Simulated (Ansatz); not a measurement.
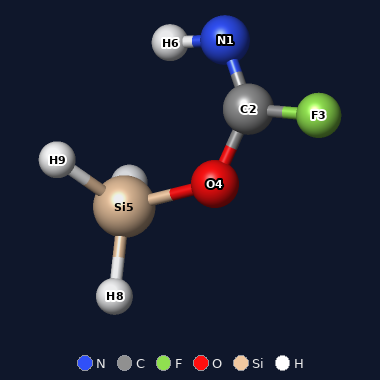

The system is CH₄FNOSi, SMILES N=C(F)O[SiH3]; the picture shows the reference structure. The first coordinate is: dihedral N1–C2–O4–Si5; the second: dihedral H6–N1–C2–O4. Nothing is relaxed (all other coordinates rigid). The scan uses an 18 × 18 grid. Points are written as (first, second). Energies are in kJ/mol, from the relaxed molecule at the same level. The dihedral twists a double bond; near 90° a spin-restricted reference is unreliable. Level of theory: RKS r2SCAN-D4/def2-SVP (Ansatz).

Its coordinates:

| atom | x (Å) | y (Å) | z (Å) |
| --- | --- | --- | --- |
| N | 1.6752 | 0.9464 | 0.1952 |
| C | 1.3997 | -0.2662 | 0.0018 |
| F | 2.3776 | -1.1506 | -0.1029 |
| O | 0.2348 | -0.9107 | -0.1323 |
| Si | -1.3020 | -0.1882 | -0.0709 |
| H | 0.8438 | 1.5353 | 0.2595 |
| H | -1.4051 | 0.8306 | -1.1527 |
| H | -2.2531 | -1.3049 | -0.2719 |
| H | -1.4822 | 0.4622 | 1.2571 |

Range: dihedral N1–C2–O4–Si5 from −180 to 160°; dihedral H6–N1–C2–O4 from −180 to 160°.

> What will the energy surface look like?

The lowest grid point is at (0°, −180°), −10 kJ/mol from the relaxed molecule at the same level. Higher local minima lie near (−180°, 0°) (3.9 kJ/mol above the lowest at that grid point); (0°, 0°) (10 kJ/mol above the lowest at that grid point); (−180°, −180°) (17 kJ/mol above the lowest at that grid point). The highest grid point, (100°, −100°), lies 147 kJ/mol above the lowest. On the interpolated surface the easiest way out of the lowest well to the well at (−180°, −180°) passes a barrier of about 25 kJ/mol. Round the minimum the two coordinates are nearly uncoupled.

```tsv
dihedral H6–N1–C2–O4 ↓, dihedral N1–C2–O4–Si5 →	−160	−120	−80	−40	0	40	80	120	160
140	52	63	60	42	30	42	54	52	46
100	117	133	134	113	98	111	126	124	113
60	80	92	98	87	74	82	96	94	81
20	7	16	22	17	10	14	21	18	8
−20	8	18	21	14	10	17	22	16	7
−60	81	94	96	82	74	87	98	92	80
−100	113	124	126	111	98	113	134	133	117
−140	46	52	54	42	30	42	60	63	52
−180	8	14	13	0	−10	0	13	14	8
```

The table holds every second grid line.

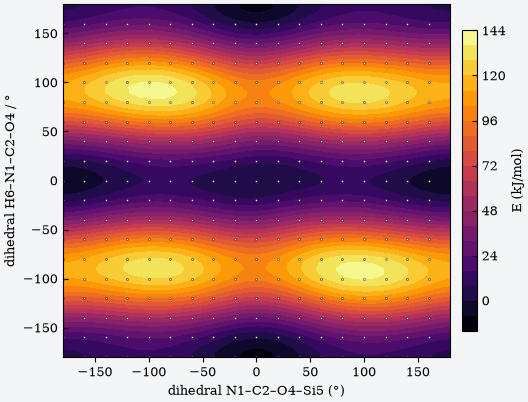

In the figure: filled contours, dots at the grid points. Between grid points the surface is interpolated.

Each point was launched as `ansatz run input.yaml --threads 1 --pin off --max-ram 2560MiB --backend cpu --events-out ev --progress --plain --runs-dir out`. Time for the 324 points that were run: 32 min on 1 thread of Arm Neoverse V1, with other jobs on the host.
